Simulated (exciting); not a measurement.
## Core excitons at the Se K edge of SnSe

How far do the exchange and direct terms reshape the Se K edge of SnSe?

Main program and level: exciting sodium; X-ray absorption, core-level Bethe-Salpeter equation, exchange and statically screened direct term, Tamm-Dancoff, all-electron LAPW+lo LDA.

**1. The structure**

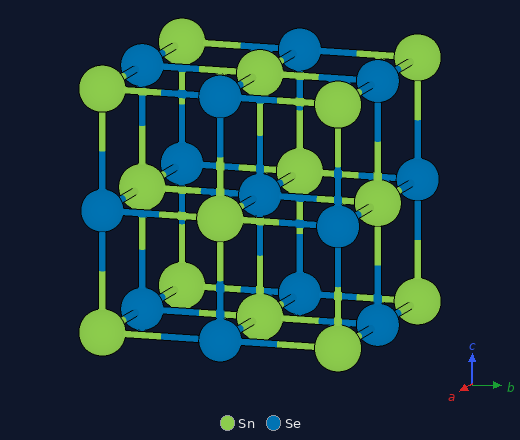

The cell as given, slightly off an axis (tin green, selenium blue). This picture shows the conventional cell, with its axes. Some periodic images of atoms are drawn too.

Structure file:

```cif
data_structure
_symmetry_space_group_name_H-M 'P 1'
_symmetry_Int_Tables_number 1
_cell_length_a 4.2568
_cell_length_b 4.2568
_cell_length_c 4.2568
_cell_angle_alpha 60.000
_cell_angle_beta 60.000
_cell_angle_gamma 60.000
_cell_volume 54.54
loop_
_atom_site_label
_atom_site_type_symbol
_atom_site_fract_x
_atom_site_fract_y
_atom_site_fract_z
_atom_site_occupancy
Sn1 Sn 0.00000 0.00000 0.00000 1
Se2 Se 0.50000 0.50000 0.50000 1
```

Differences between curves are given as r.m.s. difference over r.m.s. height.

**2. The self-consistent potential**

The species files are the program's own, with muffin-tin radii set in the input.

Contents of input.xml:

```
<input>
  <title>SnSe</title>
  <structure speciespath="." autormt="false" epslat="1.0e-5">
    <crystal>
      <basevect>0.0000000000 5.6880756341 5.6880756341</basevect>
      <basevect>5.6880756341 0.0000000000 5.6880756341</basevect>
      <basevect>5.6880756341 5.6880756341 0.0000000000</basevect>
    </crystal>
    <species speciesfile="Sn.xml" rmt="2.300">
      <atom coord="0.0000000000 0.0000000000 0.0000000000"/>
    </species>
    <species speciesfile="Se.xml" rmt="2.300">
      <atom coord="0.5000000000 0.5000000000 0.5000000000"/>
    </species>
  </structure>
  <groundstate do="fromscratch" xctype="LDA_PW" ngridk="4 4 4" rgkmax="7" gmaxvr="14" nempty="8" swidth="0.001" maxscl="100" epsengy="1e-5"/>
</input>
```

Started as:

```sh
$ OMP_NUM_THREADS=1 mpirun -n 2 exciting
```

Numbers of over 12 decimals in the logs are rounded to 6 here.

Log:

```text
EXCITING SODIUM started
********************************************************************************
* Ground-state run starting from atomic densities                              *
********************************************************************************
+ Starting initialization                                                      +
 Lattice vectors (cartesian) :
      0.0000000000      5.6880756341      5.6880756341
      5.6880756341      0.0000000000      5.6880756341
      5.6880756341      5.6880756341      0.0000000000
 Reciprocal lattice vectors (cartesian) :
     -0.5523120394      0.5523120394      0.5523120394
      0.5523120394     -0.5523120394      0.5523120394
      0.5523120394      0.5523120394     -0.5523120394
 Unit cell volume                           :     368.0663236356
 Brillouin zone volume                      :       0.6739280328
 Species :    1 (Sn)
     parameters loaded from                 :    Sn.xml
     name                                   :    tin
     nuclear charge                         :     -50.00000000
     electronic charge                      :      50.00000000
     atomic mass                            :  216395.09200000
     muffin-tin radius                      :       2.30000000
     # of radial points in muffin-tin       :     400
     atomic positions (lattice) :
       1 :   0.00000000  0.00000000  0.00000000
 Species :    2 (Se)
     parameters loaded from                 :    Se.xml
     name                                   :    selenium
     nuclear charge                         :     -34.00000000
     electronic charge                      :      34.00000000
     atomic mass                            :  143935.27480000
     muffin-tin radius                      :       2.30000000
     # of radial points in muffin-tin       :     350
     atomic positions (lattice) :
       1 :   0.50000000  0.50000000  0.50000000
 Total number of atoms per unit cell        :       2
 Spin treatment                             :    spin-unpolarised
 Number of Bravais lattice symmetries       :      48
 Number of crystal symmetries               :      48
 k-point grid                               :       4    4    4
 Total number of k-points                   :       8
 k-point set is reduced with crystal symmetries
 R^MT_min * |G+k|_max (rgkmax)              :       7.00000000
 Species with R^MT_min                      :       1 (Sn)
 Maximum |G+k| for APW functions            :       3.04347826
 Maximum |G| for potential and density      :      14.00000000
 G-vector grid sizes                        :      36    36    36
 Total number of G-vectors                  :   16889
 Maximum angular momentum used for
     APW functions                          :       8
     computing H and O matrix elements      :       8
     potential and density                  :       8
     inner part of muffin-tin               :       2
 Total nuclear charge                       :     -84.00000000
 Total electronic charge                    :      84.00000000
 Total core charge                          :      48.00000000
 Total valence charge                       :      36.00000000
 Number of empty states                     :       8
 Total number of valence states             :      27
 Maximum Hamiltonian size                   :     221
 Maximum number of plane-waves              :     190
 Total number of local-orbitals             :      31
 Exchange-correlation type                  :       3
     Perdew-Wang, Phys. Rev. B 45, 13244 (1992)
 Smearing scheme                            :    Gaussian
 Smearing width                             :       0.00100000
 Using multisecant Broyden potential mixing
+ Ending initialization                                                        +
********************************************************************************
* Groundstate module started                                                   *
********************************************************************************
 Output level for this task is set to normal
+ Self-consistent loop started                                                 +
 Density and potential initialised from atomic data
+ SCF iteration number :    1                                                  +
 Total energy                               :     -8598.70509943
 _______________________________________________________________
 Fermi energy                               :         0.19897239
 Kinetic energy                             :      8983.36174584
 Coulomb energy                             :    -17337.29222034
 Exchange energy                            :      -236.91113674
 Correlation energy                         :        -7.86348818
 DOS at Fermi energy (states/Ha/cell)       :         0.00000000
 Electron charges :
     core                                   :        48.00000000
     core leakage                           :         0.00052117
     valence                                :        36.00000000
     interstitial                           :         4.48898638
     charge in muffin-tin spheres :
                  atom     1    Sn          :        47.19413632
                  atom     2    Se          :        32.31687731
     total charge in muffin-tins            :        79.51101362
     total charge                           :        84.00000000
 Estimated fundamental gap                  :         0.01574179
        valence-band maximum at    3      0.5000  0.0000  0.0000
     conduction-band minimum at    3      0.5000  0.0000  0.0000
[... further iterations ...]
| Convergence targets achieved. Performing final SCF iteration                 +
 Total energy                               :     -8600.88550767
 _______________________________________________________________
 Fermi energy                               :         0.19133322
 Kinetic energy                             :      8981.81042310
 Coulomb energy                             :    -17337.92120819
 Exchange energy                            :      -236.91230596
 Correlation energy                         :        -7.86241662
 DOS at Fermi energy (states/Ha/cell)       :         0.00000000
 Electron charges :
     core                                   :        48.00000000
     core leakage                           :         0.00051662
     valence                                :        36.00000000
     interstitial                           :         4.57800315
     charge in muffin-tin spheres :
                  atom     1    Sn          :        47.28744154
                  atom     2    Se          :        32.13455530
     total charge in muffin-tins            :        79.42199685
     total charge                           :        84.00000000
 Estimated fundamental gap                  :         0.02146695
        valence-band maximum at    3      0.5000  0.0000  0.0000
     conduction-band minimum at    3      0.5000  0.0000  0.0000
+ Self-consistent loop stopped                                                 +
 STATE.OUT is written
********************************************************************************
* Groundstate module stopped                                                   *
********************************************************************************
 Total time spent (seconds)                 :        15.04
- CAUTION! Warnings have been written in file WARNING.OUT !                    -
| EXCITING SODIUM stopped                                                      =
```

Elapsed: 16 s, on 2 MPI ranks of Arm Neoverse V2, shared host.

The warnings file holds hints only, no warning.

The mesh shows a gap of 0.58 eV. Core levels (Dirac, from the valence top):

```csv
atom,level,energy (eV)
Se,2s1/2,-1598.4
Se,2p1/2,-1434.8
Se,2p3/2,-1393.1
Se,3s1/2,-207.0
Se,3p1/2,-151.0
Se,3p3/2,-145.1
```

**3. A richer basis for the empty states**

Each species file gets more local orbitals, built from u and its energy derivative at 0.15 Ha and u at 0.9 Ha.

input.xml is that of step 2.

Contents of SPECIES.xml, added lines:

```
<lo l="L">  <!-- L = 0, 1, 2 -->
  <wf matchingOrder="0" trialEnergy="0.1500" searchE="false"/>
  <wf matchingOrder="1" trialEnergy="0.1500" searchE="false"/>
  <wf matchingOrder="0" trialEnergy="0.9000" searchE="false"/>
</lo>
```

Started as:

```sh
$ OMP_NUM_THREADS=1 mpirun -n 2 exciting
```

Log:

```text
EXCITING SODIUM started
********************************************************************************
* Ground-state run starting from atomic densities                              *
********************************************************************************
+ Starting initialization                                                      +
[... lattice and species ...]
 Spin treatment                             :    spin-unpolarised
 Number of Bravais lattice symmetries       :      48
[...]
+ Self-consistent loop stopped                                                 +
 STATE.OUT is written
********************************************************************************
* Groundstate module stopped                                                   *
********************************************************************************
 Total time spent (seconds)                 :        13.44
- CAUTION! Warnings have been written in file WARNING.OUT !                    -
| EXCITING SODIUM stopped                                                      =
[key lines of the parts left out:]
Total energy                               :     -8600.88577688
Fermi energy                               :         0.19149395
```

Wall time 15 s (2 MPI ranks).

Against the first ground state the total energy moves by -4 meV an atom and the gap by 0.00 eV.

**4. Screening, kernels and BSE for Se atom 2**

The absorber has 6 Sn at 3.01 Å (octahedral, site symmetry m-3m).

Changes to input.xml since step 3:

```diff
@@ -15,3 +15,20 @@
   </structure>
-  <groundstate do="fromscratch" xctype="LDA_PW" ngridk="4 4 4" rgkmax="7" gmaxvr="14" nempty="8" swidth="0.001" maxscl="100" epsengy="1e-5"/>
+  <groundstate do="skip" xctype="LDA_PW" ngridk="4 4 4" rgkmax="7" gmaxvr="14" nempty="8" swidth="0.001" maxscl="100" epsengy="1e-5"/>
+  <xs xstype="BSE" ngridk="5 5 5" ngridq="5 5 5" vkloff="0.097 0.273 0.493" rgkmax="7" nempty="25" gqmax="3" lmaxapwwf="5" lmaxemat="2" broad="0.04300" tevout="true">
+    <energywindow intv="457.991 459.608" points="439"/>
+    <screening screentype="full" nempty="44"/>
+    <BSE xas="true" xasspecies="2" xasatom="1" xasedge="K" bsetype="singlet" nstlxas="1 21"/>
+    <qpointset>
+      <qpoint>0 0 0</qpoint>
+    </qpointset>
+    <plan>
+      <doonly task="xsgeneigvec"/>
+      <doonly task="writepmatxs"/>
+      <doonly task="scrgeneigvec"/>
+      <doonly task="scrwritepmat"/>
+      <doonly task="screen"/>
+      <doonly task="scrcoulint"/>
+      <doonly task="exccoulint"/>
+    </plan>
+  </xs>
 </input>
```

Contents of input.xml for the last start (plan only):

```
  <plan>
    <doonly task="bse"/>
  </plan>
```

Started as:

```sh
$ OMP_NUM_THREADS=1 mpirun -n 2 exciting
$ OMP_NUM_THREADS=2 exciting
```

Log:

```text
| EXCITING SODIUM started for task xsgeneigvec ( 301)                          =
One-shot GS runs for BSE calculations
One-shot GS runs for k+qmt/2 grids
Info(xsgeneigvec): Generating eigenvectors for Q-point      1
Info(xsgeneigvec): Generation of eigenvectors finished
| EXCITING SODIUM started for task writepmatxs ( 320)                          =
Info(writepmatxs): Momentum matrix elements finished
| EXCITING SODIUM started for task scrgeneigvec ( 401)                         =
One-shot GS runs for BSE calculations
One-shot GS runs for k+qmt/2 grids
Info(xsgeneigvec): Generating eigenvectors for Q-point      1
Using screening GS parameters.
Info(xsgeneigvec): Generation of eigenvectors finished
| EXCITING SODIUM started for task scrwritepmat ( 420)                         =
Info(writepmatxs): Momentum matrix elements finished
Info(scrwritepmat): Momentum matrix elements for screening finished
| EXCITING SODIUM started for task screen ( 430)                               =
Info(screenlauncher): Calculating screening for unshifted q-grid.
Info(screenlauncher): Number of q points:      10
Info(screenlauncher): lowest (partially)  unoccupied state:     19
Info(screenlauncher): highest (partially) occupied state  :     18
Info(screenlauncher): number of occupied states considered:   18
Info(screenlauncher): number of unoccupied states considered:   45
Info(screenlauncher): Starting loop over q-points
Info(screenlauncher): Screening for unshifted q-grid finished
Info(screenlauncher): Screening finished
| EXCITING SODIUM started for task scrcoulint ( 440)                           =
Info(scrcoulintlauncher): Setting up screened Coulomb interaction matrix W.
Info(scrcoulintlauncher): Using momentum transfer vectors from list :   1 to  1
Info(scrcoulintlauncher): Calculating screened Coulomb interaction matrix W
Info(scrcoulintlauncher): Momentum transfer list index: iqmt=  1
Info(scrcoulintlauncher): Momentum transfer: vqmtl=   0.000   0.000   0.000
Info(scrcoulintlauncher): Calculating RR block of W
Info(scrcoulint): Inspecting occupations...
Info(setranges_modxs): Number of non-reduced k-points:      125
Info(setranges_modxs): Number of states considered:       44
Info(setranges_modxs): Number of (partially) occupied states:       18
Info(setranges_modxs): Highest (partially) occupied states:       18
Info(setranges_modxs): Number of (partially) unoccupied states:       26
Info(setranges_modxs): Lowest (partially) unoccupied states:       19
Info(scrcoulint): Selecting transitions...
Info(select_transitions): Inspecting transitions in the  band interval:
  lowest occupied state:   1
  highest occupied state:   2
  lowest unoccupied state:  19
  highest unoccupied state:  39
  Opening gap with a scissor of:      0.000/H      0.000/eV
Info(select_transitions): Number of participating transitions:    5250
Info(scrcoulint): Size of file SCCLI will be about     0.206999 GB
Info(scrcoulint): Using q-grid
Info(scrcoulint): Number of reduced q-points:     10
Info(scrcoulint): Number of non-reduced q-points:    125
Info(scrcoulint): Calculating W(G1,G2,qr) fourier coefficients
Info(scrcoulint): Calculating W matrix elements
Info(scrcoulintlauncher): Screened coulomb interaction finished for iqmt=   1
| EXCITING SODIUM started for task exccoulint ( 441)                           =
Info(exccoulintlauncher): Setting up exchange interaction matrix V.
Info(exccoulintlauncher): Using momentum transfer vectors from list :   1 to  1
Info(exccoulintlauncher):Calculating exchange interaction matrix V
Info(exccoulintlauncher): Momentum transfer list index: iqmt=  1
Info(exccoulintlauncher): Momentum transfer: vqmtl=   0.000   0.000   0.000
Info(exccoulintlauncher): Calculating RR block of V
Info(exccoulint): Inspecting occupations...
Info(setranges_modxs): Number of non-reduced k-points:      125
Info(setranges_modxs): Number of states considered:       44
Info(setranges_modxs): Number of (partially) occupied states:       18
Info(setranges_modxs): Highest (partially) occupied states:       18
Info(setranges_modxs): Number of (partially) unoccupied states:       26
Info(setranges_modxs): Lowest (partially) unoccupied states:       19
Info(exccoulint): Selecting transitions...
Info(select_transitions): Inspecting transitions in the  band interval:
  lowest occupied state:   1
  highest occupied state:   2
  lowest unoccupied state:  19
  highest unoccupied state:  39
  Opening gap with a scissor of:      0.000/H      0.000/eV
Info(select_transitions): Number of participating transitions:    5250
Info(exccoulint): Size of file EXCLI will be about     0.206999 GB
Info(exccoulint): Generating plane wave matrix elements for momentum transfer iqmt=   1
  Timing (in seconds)	   :     999.663
Info(exccoulint): Generating V matrix elements
Info(exccoulint): Zeroing Coulomb potential at G+qmt index:  1
Info(exccoulintlauncher): Exchange interaction finished for iqmt=   1
| EXCITING SODIUM started for task bse ( 445)                                  =
Info(bselauncher): Init time:    0.951120
Info(bselauncher): Setting up and diagonalizing BSE Hamiltonian.
Info(bselauncher): Using momentum transfer vectors from list :   1 to  1
Info(bselauncher): Distributing qmt-points over   1 processes.
Info(bselauncher): BSE type: singlet
Info(bselauncher): Momentum transfer list index: iqmt=  1
Info(bselauncher): Momentum transfer: vqmtl=   0.000   0.000   0.000
Info(bse): Inspecting occupations...
Info(setranges_modxs): Number of non-reduced k-points:      125
Info(setranges_modxs): Number of states considered:       44
Info(setranges_modxs): Number of (partially) occupied states:       18
Info(setranges_modxs): Highest (partially) occupied states:       18
Info(setranges_modxs): Number of (partially) unoccupied states:       26
Info(setranges_modxs): Lowest (partially) unoccupied states:       19
Info(select_transitions): Inspecting transitions in the  band interval:
  lowest occupied state:   1
  highest occupied state:   2
  lowest unoccupied state:  19
  highest unoccupied state:  39
  Opening gap with a scissor of:      0.000/H      0.000/eV
Info(select_transitions): Number of participating transitions:    5250
Info(bse): Selecting transitions...
Info(bse):bsegap (eV): 12474.316906
Info(bse): Assembling BSE matrix
  RR/RA blocks of global BSE-Hamiltonian:
  Size of the Hamiltonian:    5250
  Number of k-points:     125
  Distributing matrix to   1 processes
  Local matrix shape   5250 x  5250
Info(bse): max local RAM needed for BSE matrices ~     0.410713 GB
Info(setup_bse_block): Setting up RR part of hamiltonian
Info(setup_bse_block): Singlet spin state
Info(bse): Diagonalizing RR Hamiltonian (TDA)
Info(bse): Invoking Lapack routine ZHEEVR
      5250 eigen solutions found in the interval:
         i1=       1 i2=    5250
Info(bse): Writing excition energies and oscillator strengths to text file.
Info(makespectrum_dist): Making spectrum using formula for coupling with time reversed AR basis.
Info(makespectrum_dist): Using formalism for vanishing momentum transfer.
Info(writederived): Writing quantities derived from the macroscopic dielectric function.
Info(bselauncher): Spectrum finished for iqmt=  1
Info(bselauncher): All done for BSE type singlet
```

Elapsed: 33 min, on 2 MPI ranks.

Wall time by task: xsgeneigvec 5.7 s, writepmatxs 14 s, scrgeneigvec 4.1 s, scrwritepmat 2.3 s, screen 2.7 min, scrcoulint 11 min, exccoulint 17 min, bse 99 s.

The Se K spectrum of Se atom 2 (energy from the Kohn–Sham onset, core level to the lowest empty state found on the meshes used, 12474.32 eV; the shifted mesh sets it, since it comes nearer the band minimum than the ground-state mesh; Im ε scaled to the maximum of the singlet run; cut below the end of the band set):

```csv
E (eV),Im ε
-7.0,0.03
-6.0,0.03
-5.0,0.04
-4.0,0.06
-3.0,0.08
-2.0,0.12
-1.0,0.21
0.0,0.40
1.0,0.72
2.0,0.97
3.0,0.95
4.0,0.70
5.0,0.45
6.0,0.29
7.0,0.22
8.0,0.22
9.0,0.24
10.0,0.29
11.0,0.34
12.0,0.37
13.0,0.38
14.0,0.37
15.0,0.35
16.0,0.33
17.0,0.35
18.0,0.38
19.0,0.39
```

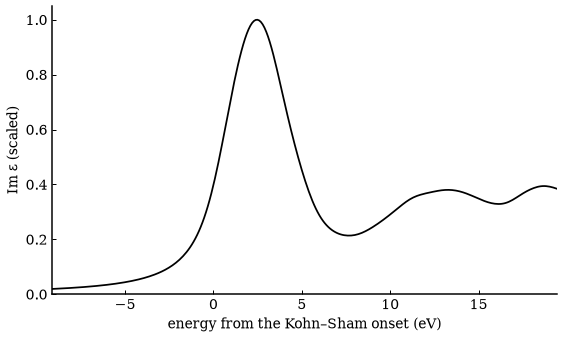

The Se K edge of Se atom 2.

Maxima (height): 2.5 eV (1.00) and 13.3 eV (0.38).

The Hamiltonian has 5250 rows. The lowest groups of eigenvalues and the brightest ones, on the scale above. Core spinors bring spin-forbidden partners, so dark means forbidden by spin or by symmetry, and the shifted mesh splits states that symmetry would keep together:

```csv
energy (eV),states within 10 meV,relative strength
-0.034,2,0.12
0.005,2,0.076
0.165,2,0.044
0.204,2,0.026
0.314,2,0.070
0.360,2,0.24
1.761,4,0.60
1.953,4,0.66
2.171,2,0.77
2.182,4,0.79
2.545,2,0.60
2.559,2,0.57
2.668,4,1.00
```

(Part 1 of 3 ends here.)

[Banner, clock and machine lines of the logs are left out without a mark of their own.]

[Logs are printed without paths, hosts, clocks, repeated set-up lines and the standing remarks that a program may print on its own settings, such as how far it seeks lower states.]

[Hosts, paths, dates, database ids (printed as entryN), source tags and the programs' standing remarks are cut or masked in the printed files.]
